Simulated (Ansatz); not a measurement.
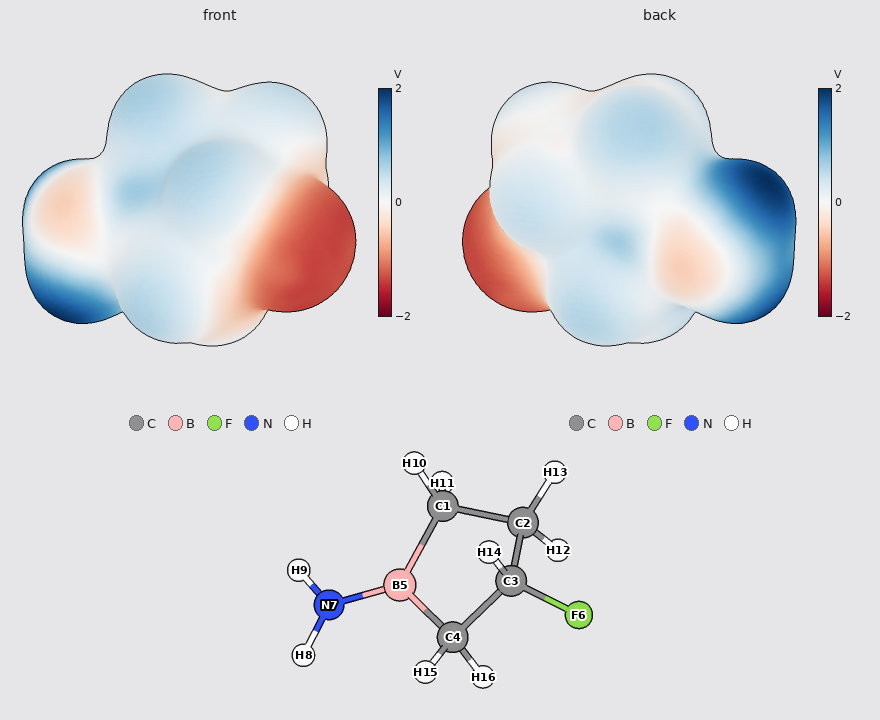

The picture shows: C$_{4}$H$_{9}$BFN (SMILES NB1CC[C@H](F)C1). The electrostatic potential painted on the density surface at 0.002 e/bohr³, seen from the front and from behind; the colour scale runs from red (negative) to blue (positive). The bare structure is drawn below in the same view.

Geometry: PBE0-D3(BJ)/def2-SVP.

The calculation used isolated molecule in a Gaussian basis; Kohn-Sham density functional theory, functional PBE0 in Ansatz.

```json
{"atom": "C", "x (Å)": "-0.6696", "y (Å)": "0.5626", "z (Å)": "-0.3585"}
{"atom": "C", "x (Å)": "-0.3142", "y (Å)": "0.1264", "z (Å)": "-1.7844"}
{"atom": "C", "x (Å)": "1.0896", "y (Å)": "-0.4588", "z (Å)": "-1.6756"}
{"atom": "C", "x (Å)": "1.0948", "y (Å)": "-1.2985", "z (Å)": "-0.4073"}
{"atom": "B", "x (Å)": "0.1054", "y (Å)": "-0.4971", "z (Å)": "0.5422"}
{"atom": "F", "x (Å)": "1.4244", "y (Å)": "-1.1805", "z (Å)": "-2.8023"}
{"atom": "N", "x (Å)": "-0.0586", "y (Å)": "-0.6908", "z (Å)": "1.9116"}
{"atom": "H", "x (Å)": "0.4806", "y (Å)": "-1.3591", "z (Å)": "2.4458"}
{"atom": "H", "x (Å)": "-0.7331", "y (Å)": "-0.1785", "z (Å)": "2.4642"}
{"atom": "H", "x (Å)": "-0.2400", "y (Å)": "1.5608", "z (Å)": "-0.1474"}
{"atom": "H", "x (Å)": "-1.7523", "y (Å)": "0.6539", "z (Å)": "-0.1791"}
{"atom": "H", "x (Å)": "-0.9812", "y (Å)": "-0.6886", "z (Å)": "-2.1155"}
{"atom": "H", "x (Å)": "-0.3770", "y (Å)": "0.9231", "z (Å)": "-2.5417"}
{"atom": "H", "x (Å)": "1.8290", "y (Å)": "0.3605", "z (Å)": "-1.5893"}
{"atom": "H", "x (Å)": "2.0999", "y (Å)": "-1.5353", "z (Å)": "-0.0275"}
{"atom": "H", "x (Å)": "0.6050", "y (Å)": "-2.2622", "z (Å)": "-0.6481"}
```

**Describe the electrostatic potential map.**

The most negative region (about −1.4 V, or −32 kcal/mol for a unit charge) lies over F6, the most positive (about +1.9 V, or +44 kcal/mol for a unit charge) over H8 and H9.

**What dipole moment does the calculation give?**

Its dipole moment is 3.49 D.
